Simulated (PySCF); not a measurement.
**Run report: C8H4In (charge −1), geometry relaxation**

System: C8H4In, charge −1.
Method: PBE0-D3(BJ)/def2-SVP geometry optimisation, gas phase (PySCF 2.14.0).

It belongs to a series of runs on one base structure; here: ligand (all four): H to CCH.

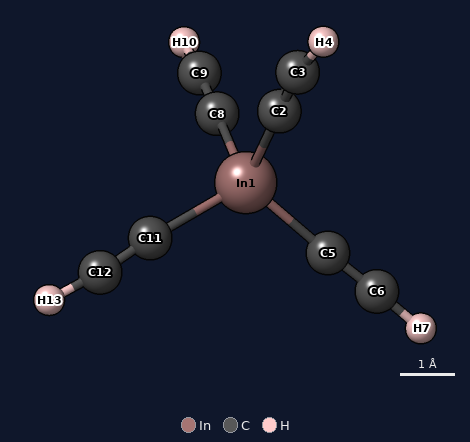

**Figure 1.** The starting structure (ball-and-stick view, seen at a tilt; atoms are numbered from 1 in the order of the input). Sticks mark near contacts.

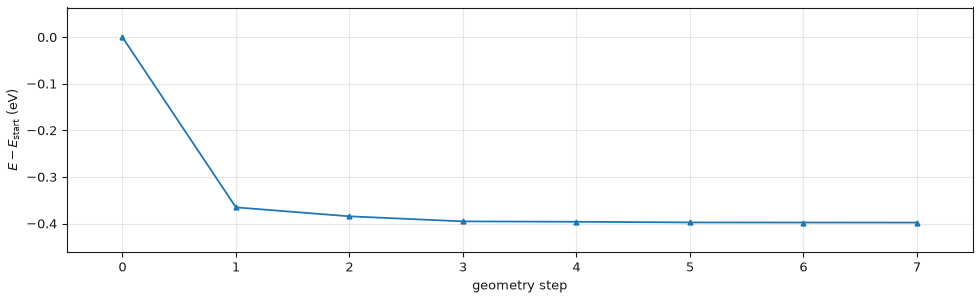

**Figure 2.** Progress of the relaxation, step by step (steps are counted from 0).

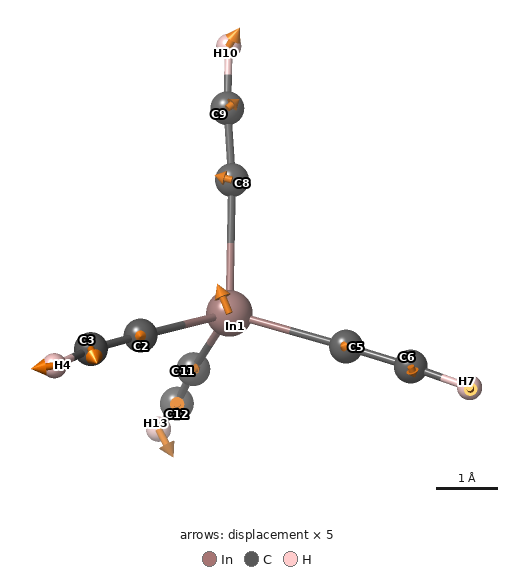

**Figure 3.** The starting structure with the displacements as orange arrows, magnified 5 times (ball-and-stick view, seen at a tilt). The two geometries are laid on each other by the best rigid fit. After 7 geometry steps the energy has fallen by 0.398 eV. Largest force component: 5 eV/Å at the start, 0.0084 eV/Å at the end. The largest moves after the best rigid fit, 0.11 Å, are those of In1, C3 and H13. By element the largest moves are In 0.11 Å, H 0.11 Å, C 0.10 Å. Among the contacts that change: In1–C8 2.245 → 2.162 Å, In1–C5 2.103 → 2.161 Å, C11–C12 1.178 → 1.223 Å, C2–C3 1.187 → 1.223 Å. Among the angles that change: C2–C3–H4 169.8° → 179.9°, C11–C12–H13 173.3° → 179.8°, C8–C9–H10 174.3° → 180.0°. (Atoms are counted from 1 in the order of the input.)

The input that produced these results follows, with the program's output.

### Input file
```
{"job": {"xc": "PBE0", "basis": "def2-SVP", "d3": "d3bj", "grid": 1, "maxiter": 30, "shake": 0.03, "kind": "geom"}, "charge": -1, "multiplicity": 1}
In     0.066040    -0.079640     0.007230
C     -0.012980    -0.018130     2.140750
C     -0.056770    -0.008080     3.327240
H      0.095130     0.003830     4.401570
C      2.026610    -0.017190    -0.751940
C      3.163860     0.022520    -1.119000
H      4.205900     0.008930    -1.455120
C     -0.967000     1.769730    -0.737510
C     -1.592440     2.751640    -1.065340
H     -2.095410     3.592620    -1.445260
C     -1.041450    -1.767540    -0.694380
C     -1.577250    -2.737460    -1.094140
H     -2.183600    -3.573340    -1.491910
```

The first line tells a small driver script what to run in PySCF; the rest is the geometry in Å.

Launch command:
```bash
OMP_NUM_THREADS=1 python <driver script> task.json out
```

### Output
```
step   0  E = -496.55296447  max force = 0.097841
step   1  E = -496.56638582  max force = 0.007310
step   2  E = -496.56709306  max force = 0.004380
step   3  E = -496.56749225  max force = 0.001283
step   4  E = -496.56752338  max force = 0.000873
step   5  E = -496.56757542  max force = 0.000990
step   6  E = -496.56758292  max force = 0.000542
step   7  E = -496.56758537  max force = 0.000164
optimisation converged
```

### Trajectory as extended XYZ (Å, eV, eV/Å), 8 frames, from step=0 to step=7
```
13
Properties=species:S:1:pos:R:3:forces:R:3 step=0 energy=-13511.89440
In    0.0660   -0.0796    0.0072   -1.0056   0.9261  -0.2504
C    -0.0130   -0.0181    2.1408    0.0557  -0.0781  -3.7787
C    -0.0568   -0.0081    3.3272    0.3939   0.0475   4.4450
H     0.0951    0.0038    4.4016   -0.3341   0.0029  -0.3566
C     2.0266   -0.0172   -0.7519   -2.1396  -0.1294   0.8153
C     3.1639    0.0225   -1.1190    3.5776  -0.0421  -1.1839
H     4.2059    0.0089   -1.4551   -0.7477   0.0885   0.2196
C    -0.9670    1.7697   -0.7375    1.0022  -1.8498   0.8012
C    -1.5924    2.7516   -1.0653   -0.2129   0.4619  -0.3310
H    -2.0954    3.5926   -1.4453   -0.5343   0.8437  -0.2455
C    -1.0414   -1.7675   -0.6944    2.5084   3.9650   1.6722
C    -1.5773   -2.7375   -1.0941   -3.3299  -5.0312  -2.2632
H    -2.1836   -3.5733   -1.4919    0.7661   0.7948   0.4560
13
Properties=species:S:1:pos:R:3:forces:R:3 step=1 energy=-13512.25961
In    0.0355   -0.0442   -0.0043   -0.1444   0.1768  -0.0743
C    -0.0091    0.0030    2.1593   -0.0189  -0.0743   0.1252
C    -0.0438    0.0096    3.3839    0.2705   0.0110  -0.2476
H     0.0407    0.0201    4.4540   -0.1514   0.0047   0.0758
C     2.0593   -0.0122   -0.7704    0.1015  -0.0657   0.1015
C     3.2225    0.0145   -1.1518   -0.2691  -0.0742   0.0583
H     4.2390    0.0103   -1.4908    0.1241   0.0443  -0.0512
C    -0.9616    1.7427   -0.7231   -0.2016   0.1723   0.0435
C    -1.5851    2.7424   -1.0619    0.1522  -0.1101  -0.1386
H    -2.1032    3.6146   -1.4246    0.0207  -0.0648   0.1040
C    -1.0665   -1.7656   -0.7164    0.1676  -0.1752  -0.0234
C    -1.6222   -2.7755   -1.1294   -0.0099   0.3759   0.0847
H    -2.1750   -3.6118   -1.5024   -0.0414  -0.2208  -0.0579
13
Properties=species:S:1:pos:R:3:forces:R:3 step=2 energy=-13512.27885
In    0.0177   -0.0236   -0.0089   -0.1020   0.1267  -0.0599
C     0.0039    0.0024    2.1518   -0.0325  -0.0422   0.1560
C    -0.0185    0.0018    3.3763    0.1747   0.0157  -0.1560
H     0.0333    0.0070    4.4500   -0.0937  -0.0017   0.0044
C     2.0430   -0.0207   -0.7577    0.1211  -0.0297   0.0491
C     3.2057   -0.0076   -1.1403   -0.1066  -0.0422   0.0002
H     4.2240   -0.0114   -1.4840    0.0047   0.0232  -0.0020
C    -0.9776    1.7623   -0.7280   -0.1079   0.0408   0.0733
C    -1.5908    2.7639   -1.0738    0.0873  -0.0318  -0.1124
H    -2.1069    3.6409   -1.4227    0.0003  -0.0232   0.0592
C    -1.0573   -1.7593   -0.7177    0.0522  -0.2252  -0.0640
C    -1.6073   -2.7742   -1.1277   -0.0498   0.2204   0.0393
H    -2.1386   -3.6335   -1.4951    0.0520  -0.0309   0.0128
13
Properties=species:S:1:pos:R:3:forces:R:3 step=3 energy=-13512.28972
In   -0.0088    0.0036   -0.0131    0.0143  -0.0122  -0.0172
C     0.0198    0.0020    2.1486   -0.0398  -0.0032  -0.0042
C     0.0180   -0.0068    3.3716    0.0184   0.0148   0.0112
H     0.0214   -0.0091    4.4464    0.0012  -0.0065  -0.0018
C     2.0253   -0.0299   -0.7407    0.0141   0.0160   0.0195
C     3.1851   -0.0357   -1.1290    0.0071   0.0006  -0.0352
H     4.2015   -0.0392   -1.4792   -0.0023  -0.0054   0.0107
C    -1.0033    1.7843   -0.7292   -0.0313  -0.0365   0.0657
C    -1.5972    2.7901   -1.0913    0.0261   0.0211  -0.0464
H    -2.1081    3.6755   -1.4215   -0.0142   0.0142   0.0010
C    -1.0465   -1.7558   -0.7231    0.0191  -0.0558  -0.0185
C    -1.5917   -2.7728   -1.1302   -0.0230   0.0660   0.0173
H    -2.0848   -3.6584   -1.4870    0.0103  -0.0130  -0.0021
13
Properties=species:S:1:pos:R:3:forces:R:3 step=4 energy=-13512.29056
In   -0.0101    0.0037   -0.0112    0.0283  -0.0151  -0.0141
C     0.0181    0.0007    2.1507   -0.0308  -0.0018  -0.0078
C     0.0204   -0.0076    3.3738    0.0058   0.0104   0.0117
H     0.0225   -0.0112    4.4486    0.0068  -0.0044  -0.0025
C     2.0259   -0.0273   -0.7386   -0.0006   0.0169   0.0172
C     3.1845   -0.0340   -1.1307    0.0032   0.0007  -0.0261
H     4.2005   -0.0386   -1.4818   -0.0030  -0.0048   0.0085
C    -1.0083    1.7830   -0.7251   -0.0333  -0.0118   0.0449
C    -1.5969    2.7897   -1.0940    0.0252   0.0098  -0.0307
H    -2.1057    3.6761   -1.4260   -0.0061   0.0021   0.0014
C    -1.0440   -1.7569   -0.7237    0.0273  -0.0138  -0.0037
C    -1.5929   -2.7711   -1.1314   -0.0350   0.0041  -0.0021
H    -2.0834   -3.6587   -1.4884    0.0123   0.0076   0.0033
13
Properties=species:S:1:pos:R:3:forces:R:3 step=5 energy=-13512.29198
In   -0.0109   -0.0003   -0.0034    0.0189  -0.0046  -0.0031
C     0.0106   -0.0050    2.1588   -0.0034  -0.0024  -0.0013
C     0.0250   -0.0104    3.3819   -0.0106  -0.0024   0.0014
H     0.0326   -0.0164    4.4567    0.0096   0.0022  -0.0008
C     2.0259   -0.0159   -0.7313   -0.0078   0.0107   0.0034
C     3.1805   -0.0222   -1.1355   -0.0066  -0.0039   0.0020
H     4.1952   -0.0294   -1.4897   -0.0002   0.0009  -0.0013
C    -1.0204    1.7754   -0.7114   -0.0162   0.0175  -0.0002
C    -1.5926    2.7835   -1.1023    0.0101  -0.0035   0.0003
H    -2.0934    3.6709   -1.4448    0.0048  -0.0113   0.0004
C    -1.0358   -1.7620   -0.7248    0.0228   0.0377   0.0146
C    -1.5986   -2.7665   -1.1362   -0.0153  -0.0509  -0.0145
H    -2.0876   -3.6536   -1.4957   -0.0062   0.0101  -0.0007
13
Properties=species:S:1:pos:R:3:forces:R:3 step=6 energy=-13512.29218
In   -0.0106   -0.0027    0.0000    0.0012   0.0031   0.0002
C     0.0079   -0.0081    2.1623    0.0021  -0.0033  -0.0005
C     0.0260   -0.0126    3.3854   -0.0057  -0.0038  -0.0019
H     0.0397   -0.0182    4.4601    0.0045   0.0028   0.0002
C     2.0252   -0.0112   -0.7282   -0.0032   0.0055   0.0002
C     3.1785   -0.0160   -1.1358   -0.0033  -0.0052   0.0057
H     4.1927   -0.0226   -1.4916    0.0003   0.0028  -0.0031
C    -1.0227    1.7723   -0.7077   -0.0046   0.0082  -0.0034
C    -1.5901    2.7803   -1.1058    0.0042  -0.0036   0.0025
H    -2.0879    3.6669   -1.4542    0.0025  -0.0054  -0.0005
C    -1.0335   -1.7644   -0.7247    0.0079   0.0187   0.0074
C    -1.6009   -2.7659   -1.1380   -0.0003  -0.0279  -0.0066
H    -2.0937   -3.6499   -1.4997   -0.0057   0.0083  -0.0003
13
Properties=species:S:1:pos:R:3:forces:R:3 step=7 energy=-13512.29225
In   -0.0110   -0.0040    0.0025   -0.0063   0.0037   0.0013
C     0.0066   -0.0110    2.1647    0.0025  -0.0028   0.0005
C     0.0273   -0.0155    3.3877   -0.0002  -0.0023  -0.0009
H     0.0460   -0.0203    4.4623    0.0001   0.0015   0.0002
C     2.0241   -0.0080   -0.7255    0.0011   0.0016  -0.0010
C     3.1768   -0.0114   -1.1344    0.0022  -0.0038   0.0035
H     4.1905   -0.0163   -1.4919   -0.0009   0.0025  -0.0020
C    -1.0235    1.7703   -0.7063    0.0012   0.0003  -0.0015
C    -1.5882    2.7778   -1.1090   -0.0002  -0.0006   0.0002
H    -2.0841    3.6635   -1.4621   -0.0001   0.0003  -0.0008
C    -1.0324   -1.7657   -0.7242   -0.0042  -0.0023  -0.0006
C    -1.6020   -2.7656   -1.1389    0.0084   0.0002   0.0017
H    -2.0993   -3.6462   -1.5026   -0.0037   0.0017  -0.0008
```

### Results in brief

- outcome: converged
- total energy: −496.567585 hartree
- point group: Td
- hardware: 1 CPU thread, shared host
- wall time: 1.8 min
- peak memory: 0.61 GiB
